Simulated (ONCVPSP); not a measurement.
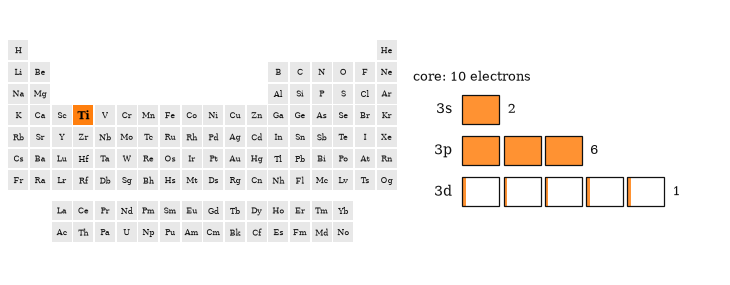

*Left, the place of titanium in the periodic table; right, the valence shells of the reference configuration: a box for each of the 2l + 1 orbitals, shaded by the share of the shell that is filled, with the electron count at the right. The shells are those of the unaltered input.*

# Ti: pseudopotential generation

Titanium (Ti, Z = 22), core [Ne], reference valence 3s2 3p6 3d1 (an ion of charge +3), valence charge 12. (This line and the method describe the unaltered input from which the odd one was made.) Computed at this level: ONCV potential, BLYP, scalar-relativistic, made with ONCVPSP 4.0.1.

**Input**
```
# ATOM AND REFERENCE CONFIGURATION
# atsym  z   nc   nv     iexc    psfile
  Ti 22.00    3    3  -106131      upf
#
#   n    l    f
    1    0    2.00
    2    0    2.00
    2    1    6.00
    3    0    2.00
    3    1    6.00
    3    2    1.00
#
# PSEUDOPOTENTIAL AND OPTIMIZATION
# lmax
    2
#
#   l,   rc,      ep,       ncon, nbas, qcut
    0    1.40    0.00    4    8    9.90
    1    1.00    0.00    4    8    6.90
    2    1.45    0.00    3    7    9.30
#
# LOCAL POTENTIAL
# lloc, lpopt,  rc(5),   dvloc0
    4    5    0.75    0.00
#
# VANDERBILT-KLEINMAN-BYLANDER PROJECTORs
# l, nproj, debl
    0    1    0.90
    1    2    3.70
    2    2    3.00
#
# MODEL CORE CHARGE
# icmod, fcfact, rcfact
    3    4.00    4.00
#
# LOG DERIVATIVE ANALYSIS
# epsh1, epsh2, depsh
   -5.00    5.00    0.04
#
# OUTPUT GRID
# rlmax, drl
    6.00    0.01
#
# TEST CONFIGURATIONS
# ncnf
    4
# nvcnf
#   n    l    f
    4
    3    0    2.00
    3    1    6.00
    3    2    2.00
    4    0    2.00
#
    4
    3    0    2.00
    3    1    6.00
    3    2    2.00
    4    0    1.00
#
    3
    3    0    2.00
    3    1    6.00
    3    2    2.00
#
    4
    3    0    2.00
    3    1    6.00
    3    2    2.50
    4    0    1.50
#
```

Command:
```bash
oncvpsp.x < Ti.dat > Ti.out
```

**Log (extracts)**
```
ONCVPSP  (Optimized Norm-Conservinng Vanderbilt PSeudopotential)
scalar-relativistic version 4.0.1

#   n    l    f        energy (Ha)
    1    0    2.00    -1.8023447E+02
    2    0    2.00    -2.0982995E+01
    2    1    6.00    -1.7583217E+01
    3    0    2.00    -3.4847776E+00
    3    1    6.00    -2.6009815E+00
    3    2    1.00    -1.2742823E+00

Reference configufation results
  iterations    36
  all-electron total energy (Ha)   -8.52070928D+02

Begin loop to  construct optimized pseudo wave functions
and semi-local pseudopoentials for all angular momenta

Calculating optimized projector #   1

 for l=   0

    Fraction of norm inside rc  0.868835
    Optimizing pswf for qcut=   9.91 a_B^-1,  ecut=  49.09 Ha
    Residual kinetic energy error=  1.06D-07 Ha

    Energy error per electron        Cutoff
         Ha          eV             Ha
         0.01000     0.27211       23.32
         0.00100     0.02721       30.73
         0.00010     0.00272       36.76
         0.00001     0.00027       41.25

   Wellstate for l =  1  n =  6
     eigenvalue =   1.0990
     asymptotic potential =   1.5990
     half-point radius =  3.7713

Calculating optimized projector #   1

 for l=   1

    Fraction of norm inside rc  0.495365
    Optimizing pswf for qcut=   6.88 a_B^-1,  ecut=  23.69 Ha
    Residual kinetic energy error=  1.65D-03 Ha

    Energy error per electron        Cutoff
         Ha          eV             Ha
         0.01000     0.27211       14.70
         0.00100     0.02721       36.06
         0.00010     0.00272      181.01
         0.00001     0.00027      212.56

Calculating optimized projector #   2

 for l=   1

    Fraction of norm inside rc  0.023431
    Optimizing pswf for qcut=   6.88 a_B^-1,  ecut=  23.69 Ha
    Residual kinetic energy error=  1.78D-04 Ha

    Energy error per electron        Cutoff
         Ha          eV             Ha
         0.01000     0.27211       12.31
         0.00100     0.02721       17.07
         0.00010     0.00272       35.41
         0.00001     0.00027      225.20

   Wellstate for l =  2  n =  6
     eigenvalue =   1.7257
     asymptotic potential =   2.2257
     half-point radius =  3.7154

Calculating optimized projector #   1

 for l=   2

    Fraction of norm inside rc  0.681316
    Optimizing pswf for qcut=   9.30 a_B^-1,  ecut=  43.24 Ha
    Residual kinetic energy error=  2.37D-05 Ha

    Energy error per electron        Cutoff
         Ha          eV             Ha
         0.01000     0.27211       29.51
         0.00100     0.02721       35.44
         0.00010     0.00272       40.07
         0.00001     0.00027       71.88

Calculating optimized projector #   2

 for l=   2

    Fraction of norm inside rc  0.044059
    Optimizing pswf for qcut=   9.30 a_B^-1,  ecut=  43.24 Ha
    Residual kinetic energy error=  7.97D-05 Ha

    Energy error per electron        Cutoff
         Ha          eV             Ha
         0.01000     0.27211       29.14
         0.00100     0.02721       36.74
         0.00010     0.00272       42.96
         0.00001     0.00027      106.43

Construct Vanderbilt / Kleinmman-Bylander projectors

B matrix Hermiticity error, ll=   1
   1   2    2.4261E-04

  Orthonormal projector coefficients  9.9063E+00  2.1885E+00

B matrix Hermiticity error, ll=   2
   1   2    1.3257E-04

  Orthonormal projector coefficients -3.5823E+00 -2.4831E+00

Model core correction analysis
  based on d2Exc/dn_idn_j

d2excae - all-electron derivatives

   -4.281490D-02   -3.967933D-02   -3.126334D-02
   -3.967957D-02   -3.787849D-02   -3.086715D-02
   -3.126379D-02   -3.086756D-02   -2.915528D-02

d2excps - pseudofunction derivatives with no core correction

   -4.474633D-02   -4.203691D-02   -3.475455D-02
   -4.203722D-02   -4.007941D-02   -3.427779D-02
   -3.475503D-02   -3.427816D-02   -3.194587D-02

rms 2nd derivative error    2.889070E-03

rmatch, rhocmatch    0.5389   15.7336

Teter function model core charge with specified parameters

d2excps - pseudofunction derivatives with core correction

   -1.664661D-02   -1.543439D-02   -1.253374D-02
   -1.543441D-02   -1.447865D-02   -1.206993D-02
   -1.253740D-02   -1.208577D-02   -1.148381D-02

rms 2nd derivative error    2.141605E-02

Pseudoatom total energy  -57.512850

Diagnostic tests using Vanderbilt-Kleinman-Bylander pseudopotentials
  1 or more projectors used as specified by nproj input data

   l    rcore       rmatch      e in        delta e   norm test  slope test

   0   1.4035367   1.4461511  -3.4847776  -0.0000052   0.9999955   1.0000008

   1   1.0040073   1.0344911  -2.6009815  -0.0000248   1.0001132   1.0001740
   1   1.0040073   1.0344911   1.0990185   0.0000093   1.0004011   1.0004011

   2   1.4548280   1.4989997  -1.2742823  -0.0000435   1.0000374   0.9999671
   2   1.4548280   1.4989997   1.7257177  -0.0001095   1.0002546   1.0002546

 Testing for bound ghosts
   n   l    E NL Schr. Eq   E Basis Diag.   E Cutoff

   1   0       -3.484783       -3.484773     96.05

   2   1       -2.601006       -2.595265    299.14

   3   2       -1.274326       -1.272399    121.88

 Testing for highly-localized positive-energy ghosts
       l    <radius>/rc     E Basis Diag.   E Cutoff

Test configuration 0

   n   l     f        eae           eps        diff
   1   0  2.0000 -180.23447145
   2   0  2.0000  -20.98299524
   2   1  6.0000  -17.58321652
   3   0  2.0000   -3.48477757   -3.48478277   -5.20D-06
   3   1  6.0000   -2.60098153   -2.60100638   -2.48D-05
   3   2  1.0000   -1.27428228   -1.27432573   -4.35D-05

    Total energies and differences
      AE_ref= -8.52070928D+02  AE_tst= -8.52070928D+02  dif=  0.00D+00
      PS_ref= -5.75128498D+01  PS_tst= -5.75128498D+01  dif=  2.13D-14
      PSP excitation error= -2.13D-14

Test configuration 1

   n   l     f        eae           eps        diff
   1   0  2.0000 -178.99828625
   2   0  2.0000  -19.72917473
   2   1  6.0000  -16.33096056
   3   0  2.0000   -2.29067450   -2.27552934    1.51D-02
   3   1  6.0000   -1.41967648   -1.40386701    1.58D-02
   3   2  2.0000   -0.15200401   -0.13161863    2.04D-02
   4   0  2.0000   -0.15934098   -0.13859971    2.07D-02

    Total energies and differences
      AE_ref= -8.52070928D+02  AE_tst= -8.53832958D+02  dif= -1.76D+00
      PS_ref= -5.75128498D+01  PS_tst= -5.92236655D+01  dif= -1.71D+00
      PSP excitation error= -5.12D-02

Test configuration 2

   n   l     f        eae           eps        diff
   1   0  2.0000 -179.27258355
   2   0  2.0000  -19.99822889
   2   1  6.0000  -16.60047107
   3   0  2.0000   -2.56080048   -2.53506152    2.57D-02
   3   1  6.0000   -1.68982002   -1.66333256    2.65D-02
   3   2  2.0000   -0.41552966   -0.38653897    2.90D-02
   4   0  1.0000   -0.38161960   -0.35595280    2.57D-02

    Total energies and differences
      AE_ref= -8.52070928D+02  AE_tst= -8.53565180D+02  dif= -1.49D+00
      PS_ref= -5.75128498D+01  PS_tst= -5.89804731D+01  dif= -1.47D+00
      PSP excitation error= -2.66D-02

Test configuration 3

   n   l     f        eae           eps        diff
   1   0  2.0000 -179.60077756
   2   0  2.0000  -20.31915266
   2   1  6.0000  -16.92201997
   3   0  2.0000   -2.88037113   -2.86461510    1.58D-02
   3   1  6.0000   -2.00860353   -1.99184895    1.68D-02
   3   2  2.0000   -0.72366019   -0.70677713    1.69D-02

    Total energies and differences
      AE_ref= -8.52070928D+02  AE_tst= -8.53061087D+02  dif= -9.90D-01
      PS_ref= -5.75128498D+01  PS_tst= -5.84952764D+01  dif= -9.82D-01
      PSP excitation error= -7.73D-03

Test configuration 4

   n   l     f        eae           eps        diff
   1   0  2.0000 -178.93085789
   2   0  2.0000  -19.64987247
   2   1  6.0000  -16.25277325
   3   0  2.0000   -2.22174154   -2.20745550    1.43D-02
   3   1  6.0000   -1.35383982   -1.33832464    1.55D-02
   3   2  2.5000   -0.10206933   -0.08154057    2.05D-02
   4   0  1.5000   -0.14486773   -0.12613641    1.87D-02

    Total energies and differences
      AE_ref= -8.52070928D+02  AE_tst= -8.53819978D+02  dif= -1.75D+00
      PS_ref= -5.75128498D+01  PS_tst= -5.92102032D+01  dif= -1.70D+00
      PSP excitation error= -5.17D-02
```

**Outcome**

| quantity | value |
| --- | --- |
| outcome | generated |
| ghost flags of the generator | 0 GHOST(-), 0 GHOST(+) |
| largest excitation error printed | 1400 meV |
| hardware | 1 CPU thread, shared host |
| wall time | 4.4 s |

**What is odd here**

The input is odd on purpose: model core set to icmod 3, fcfact 4.00, rcfact 4.00. The program ran to the end. The all-electron atom is untouched: its total energy equals that from the unaltered input (−852.0709 Ha). The pseudo-atom's total energy moves by −1.1 Ha, so the potential, or the configuration in which it is tested, is another one.
